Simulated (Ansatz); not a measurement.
C7H5ClS

The calculation's input:

```
crystal:
  periodic: [false, false, false]
  atoms:
    - {symbol: C, position_ang: [1.317606, -0.864760, 3.285913]}
    - {symbol: C, position_ang: [1.068386, -0.745428, 2.099778]}
    - {symbol: C, position_ang: [0.772085, -0.598845, 0.721859]}
    - {symbol: C, position_ang: [-0.164447, 0.346720, 0.176123]}
    - {symbol: C, position_ang: [-0.281605, 0.301114, -1.189553]}
    - {symbol: C, position_ang: [-1.148794, 1.126325, -2.081318]}
    - {symbol: C, position_ang: [1.354177, -1.356851, -0.286356]}
    - {symbol: Cl, position_ang: [2.518993, -2.594024, -0.095112]}
    - {symbol: S, position_ang: [0.770097, -0.922096, -1.856711]}
    - {symbol: H, position_ang: [1.539127, -0.972159, 4.331412]}
    - {symbol: H, position_ang: [-0.730880, 1.039424, 0.801842]}
    - {symbol: H, position_ang: [-0.558115, 1.703585, -2.811446]}
    - {symbol: H, position_ang: [-1.726028, 1.838323, -1.474212]}
    - {symbol: H, position_ang: [-1.862893, 0.507555, -2.649239]}
basis:
  gaussian:
    orbitals: def2-SVPD
hamiltonian:
  xc: pbe0
output:
  forces: true
  orbitals: {seedname: orbitals}
```

Launched as:

```sh
ansatz run input.yaml --threads 4 --pin off --max-ram 7830MiB --events-out events.jsonl --progress --plain --runs-dir runs
```

Geometry: r2SCAN-D4/def2-SVP.

Computed with isolated molecule in a Gaussian basis; Kohn-Sham density functional theory, functional PBE0 (Ansatz).

What can the converged electron density and electron localisation function tell about the bonding?

C–C (1.22 Å): ρ at the midpoint is about 2.7 e/Å³; the ELF peaks at about 0.85 between the atoms; a short, multiple covalent bond.
C–Cl (1.71 Å): the density is about 1.5 e/Å³ at the midpoint; the ELF peaks at about 0.90 between the atoms, as expected for a shared electron pair.
C–S (1.73 Å): ρ is about 1.4 e/Å³ halfway; the ELF peaks at about 0.95 between the atoms; localised, covalent bonding.
C–H (1.07 Å): ρ at the midpoint is about 2 e/Å³; the ELF climbs to about 1 towards the hydrogen, as it does in any bond to H; an ordinary covalent bond to hydrogen.

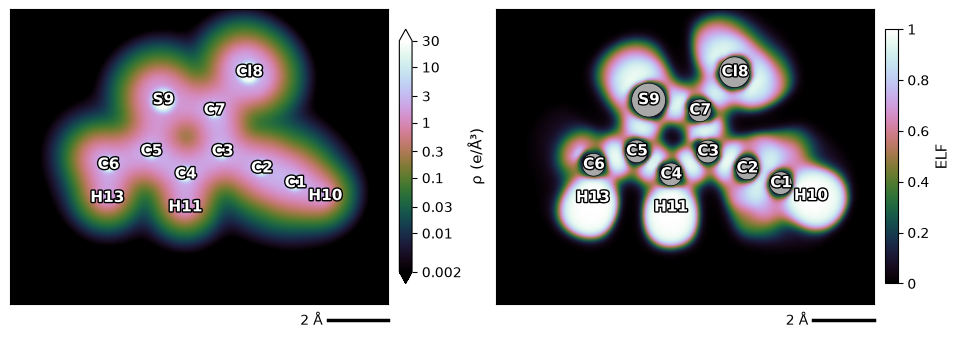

Computed electron density and electron localisation function on the plane of atoms Cl8, C7 and S9, in this order. Grey discs cover the atomic cores in the ELF map. 
